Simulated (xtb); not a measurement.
# Run report: C2H9NSi2, geometry relaxation (part 1 of 3)

C2H9NSi2, multiplicity 3, computed with GFN2-xTB (xtb 6.7.1 later snapshot).

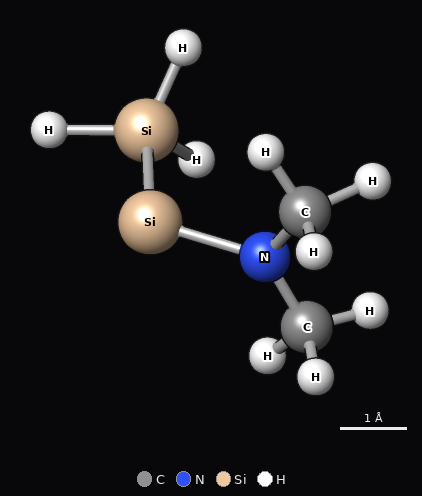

**Figure 1.** The structure as given in the input (ball-and-stick view, seen at a tilt).

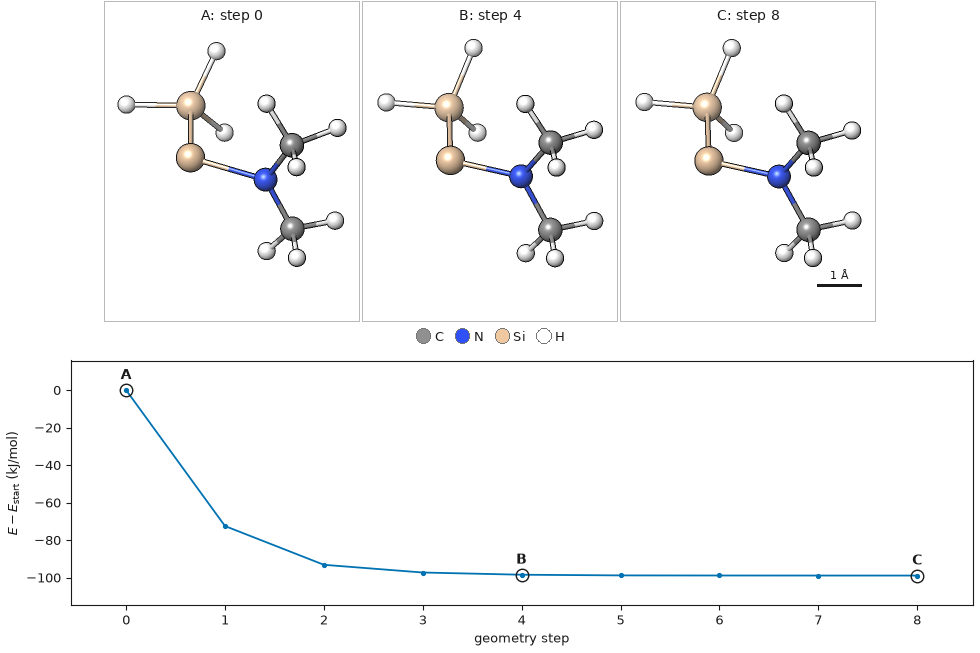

**Figure 2.** Frames of the relaxation (ball-and-stick view, seen at a tilt) above the curves, on which the letters mark them (steps are counted from 0).

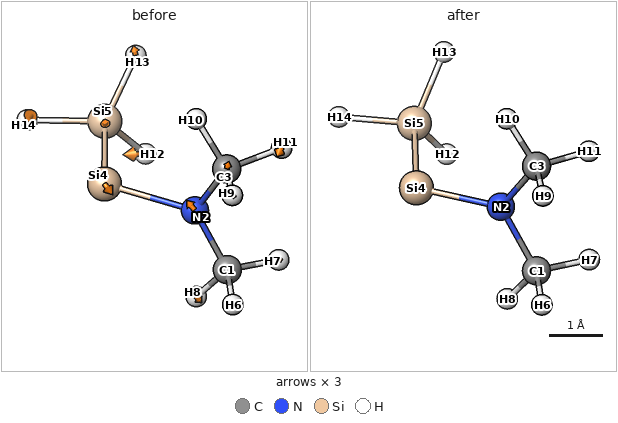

**Figure 3.** Before (left) and after (right) the relaxation, at one scale (ball-and-stick view, seen at a tilt). The orange arrows give the displacements, magnified 3 times. The largest move after the best rigid fit is that of H12, 0.17 Å. Largest moves by element: H 0.17 Å, Si 0.10 Å, N 0.09 Å, C 0.06 Å. Among the contacts that change: Si5–H12 1.669 → 1.476 Å, N2–Si4 1.888 → 1.737 Å, C1–N2 1.330 → 1.436 Å, Si4–Si5 2.176 → 2.272 Å. Among the angles that change: H13–Si5–H14 113.9° → 107.6°, H12–Si5–H13 97.0° → 103.2°, Si4–Si5–H14 96.0° → 101.9°. After 8 geometry steps the energy has fallen by 98.9 kJ/mol. (Atoms are counted from 1 in the order of the input.)

The input and output of the run follow.

## Input file (coord)
```
$coord
     -2.436027049994      0.967520878547      2.164189946966  c
     -0.316264564217      1.152147120923      0.825243398624  n
      1.895451994783      1.765608912760      2.143440754118  c
     -0.139329507169      1.055223067991     -2.737759620313  si
      0.458258585222     -2.715234084907     -4.265640986595  si
     -2.869001099668      2.766521251930      3.120315776982  h
     -2.284527706583     -0.432482720882      3.591802445076  h
     -3.967574484958      0.563705302976      0.907106334343  h
      1.797224030825      3.560300710579      3.080461453014  h
      3.633640981475      1.874154781359      0.875510113539  h
      2.399706513879      0.134945342560      3.592520541004  h
     -1.570097847907     -4.982999920764     -3.436391368587  h
      2.650681040490     -4.046470550661     -3.750482747761  h
      0.173817008943     -1.986442307684     -6.965284830974  h
$end
```

## File detailed.inp
```
$opt
   hessian=lindh
$end
```

Command:
```bash
xtb coord -c 0 --uhf 2 -I detailed.inp --opt normal --gfn 2 > coord.out
```

## What the program printed
```
* xtb version 6.7.1
   ID    Z sym.   atoms
    1    6 c      1, 3
    2    7 n      2
    3   14 si     4, 5
    4    1 h      6-14

           -------------------------------------------------
          |                Calculation Setup                |
           -------------------------------------------------

          program call               : xtb coord -c 0 --uhf 2 -I detailed.inp --opt normal --gfn 2
          coordinate file            : coord
          omp threads                :                     1

           -------------------------------------------------
          |                 G F N 2 - x T B                 |
           -------------------------------------------------

      * Hamiltonian:
        H0-scaling (s, p, d)           1.850000    2.230000    2.230000
        zeta-weighting                 0.500000
      * Dispersion:
        s8                             2.700000
        a1                             0.520000
        a2                             5.000000
        s9                             5.000000
      * Repulsion:
        kExp                           1.500000    1.000000
        rExp                           1.000000
      * Coulomb:
        alpha                          2.000000
        third order                    shell-resolved
        anisotropic                    true
        a3                             3.000000
        a5                             4.000000
        cn-shift                       1.200000
        cn-exp                         4.000000
        max-rad                        5.000000

          ...................................................
          :                      SETUP                      :
          :.................................................:
          :  # basis functions                  41          :
          :  # atomic orbitals                  39          :
          :  # shells                           21          :
          :  # electrons                        30          :
          :  max. iterations                   250          :
          :  Hamiltonian                  GFN2-xTB          :
          :  restarted?                      false          :
          :  GBSA solvation                  false          :
          :  PC potential                    false          :
          :  electronic temp.          300.0000000     K    :
          :  accuracy                    1.0000000          :
          :  -> integral cutoff          0.2500000E+02      :
          :  -> integral neglect         0.1000000E-07      :
          :  -> SCF convergence          0.1000000E-05 Eh   :
          :  -> wf. convergence          0.1000000E-03 e    :
          :  Broyden damping             0.4000000          :
          :  net charge                          0          :
          :  unpaired electrons                  2          :
          ...................................................

 iter      E             dE          RMSdq      gap      omega  full diag
   1    -15.1971594 -0.151972E+02  0.626E+00    2.19       0.0  T
   2    -15.2528828 -0.557234E-01  0.615E+00    1.62       1.0  T
   3    -15.3082954 -0.554126E-01  0.365E+00    1.94       1.0  T
   4    -15.2805573  0.277381E-01  0.258E+00    1.85       1.0  T
   5    -15.3108776 -0.303202E-01  0.766E-01    2.00       1.0  T
   6    -15.3116623 -0.784785E-03  0.324E-01    2.04       1.0  T
   7    -15.3116568  0.549114E-05  0.147E-01    2.03       1.0  T
   8    -15.3117168 -0.599994E-04  0.474E-02    2.03       1.0  T
   9    -15.3117197 -0.281792E-05  0.205E-02    2.03       1.3  T
  10    -15.3117209 -0.125127E-05  0.982E-03    2.03       2.7  T
  11    -15.3117211 -0.144964E-06  0.365E-03    2.03       7.3  T
  12    -15.3117211 -0.925231E-08  0.215E-03    2.03      12.4  T
  13    -15.3117211 -0.998416E-08  0.993E-04    2.03      26.9  T
  14    -15.3117211 -0.385146E-08  0.324E-04    2.03      82.6  T

   *** convergence criteria satisfied after 14 iterations ***

         #    Occupation            Energy/Eh            Energy/eV
      -------------------------------------------------------------
         1        2.0000           -0.7257536             -19.7488
       ...           ...                  ...                  ...
        10        2.0000           -0.4530599             -12.3284
        11        2.0000           -0.4220257             -11.4839
        12        2.0000           -0.3991952             -10.8627
        13        2.0000           -0.3874498             -10.5430
        14        2.0000           -0.3462393              -9.4217
        15        1.0000           -0.2985869              -8.1250
        16        1.0000           -0.2620582              -7.1310 (HOMO)
        17                         -0.1874433              -5.1006 (LUMO)
        18                         -0.1637204              -4.4551
        19                         -0.1586933              -4.3183
        20                         -0.1264660              -3.4413
        21                         -0.0962355              -2.6187
       ...                                ...                  ...
        39                          1.2226184              33.2691
      -------------------------------------------------------------
                  HL-Gap            0.0746149 Eh            2.0304 eV
             Fermi-level           -0.2735819 Eh           -7.4445 eV

 transition dipole moment (au) for excitation:          15          16
     X       Y       Z
  -0.0357   0.0317   0.0138  total (au/Debye):    0.050   0.126
 dE (eV)             :    0.994
 oscillator strength :  0.85222E-04

 SCC (total)                   0 d,  0 h,  0 min,  0.008 sec
 SCC setup                      ...        0 min,  0.000 sec (  0.813%)
 Dispersion                     ...        0 min,  0.000 sec (  0.541%)
 classical contributions        ...        0 min,  0.000 sec (  0.098%)
 integral evaluation            ...        0 min,  0.001 sec ( 10.218%)
 iterations                     ...        0 min,  0.004 sec ( 53.304%)
 molecular gradient             ...        0 min,  0.002 sec ( 20.547%)
 printout                       ...        0 min,  0.001 sec ( 14.350%)

         :::::::::::::::::::::::::::::::::::::::::::::::::::::
         ::                     SUMMARY                     ::
         :::::::::::::::::::::::::::::::::::::::::::::::::::::
         :: total energy             -15.122059606783 Eh    ::
         :: gradient norm              0.191203168266 Eh/a0 ::
         :: HOMO-LUMO gap              2.030374648689 eV    ::
         ::.................................................::
         :: SCC energy               -15.311697339881 Eh    ::
         :: -> isotropic ES            0.017984080278 Eh    ::
         :: -> anisotropic ES         -0.003123460431 Eh    ::
         :: -> anisotropic XC          0.006205691161 Eh    ::
         :: -> dispersion             -0.010000148276 Eh    ::
         :: repulsion energy           0.189637733098 Eh    ::
         :: add. restraining           0.000000000000 Eh    ::
         :: total charge              -0.000000000000 e     ::
         :::::::::::::::::::::::::::::::::::::::::::::::::::::

      -----------------------------------------------------------
     |                   =====================                   |
     |                        A N C O P T                        |
     |                   =====================                   |
     |               Approximate Normal Coordinate               |
     |                Rational Function Optimizer                |
      -----------------------------------------------------------

          ...................................................
          :                      SETUP                      :
          :.................................................:
          :   optimization level            normal          :
          :   max. optcycles                   200          :
          :   ANC micro-cycles                  20          :
          :   degrees of freedom                36          :
          :.................................................:
          :   RF solver                   davidson          :
          :   write xtbopt.log                true          :
          :   linear?                        false          :
          :   energy convergence         0.5000000E-05 Eh   :
          :   grad. convergence          0.1000000E-02 Eh/α :
          :   maximum RF displ.          1.0000000          :
          :   Hlow (freq-cutoff)         0.1000000E-01      :
          :   Hmax (freq-cutoff)         5.0000000          :
          :   S6 in model hess.         20.0000000          :
          ...................................................

generating ANC from exact Hessian ...
Using Lindh-Hessian (2007)
 Shifting diagonal of input Hessian by    9.3679173970948257E-003
 Lowest  eigenvalues of input Hessian
    0.000000    0.000000    0.000000    0.000000    0.000000    0.000000
    0.010000    0.010818    0.013334    0.016072    0.019045    0.020482
    0.024199    0.026986    0.035456    0.039437    0.039755    0.073028
 Highest eigenvalues
    1.111360    1.175610    1.234257    1.313604    1.713475    1.965792

........................................................................
.............................. CYCLE    1 ..............................
........................................................................

 iter      E             dE          RMSdq      gap      omega  full diag
   1    -15.3117211 -0.153117E+02  0.833E-05    2.03       0.0  T
   2    -15.3117211 -0.291678E-11  0.529E-05    2.03     505.5  T
   3    -15.3117211 -0.168541E-10  0.315E-05    2.03     849.8  T
     SCC iter.                  ...        0 min,  0.001 sec
     gradient                   ...        0 min,  0.002 sec
 * total energy  :   -15.1220596 Eh     change       -0.3593339E-09 Eh
   gradient norm :     0.1912031 Eh/α   predicted     0.0000000E+00 (-100.00%)
   displ. norm   :     0.2994129 α      lambda       -0.3828457E-01
   maximum displ.:     0.1144985 α      in ANC's #27, #5, #21, ...

........................................................................
.............................. CYCLE    2 ..............................
........................................................................
```
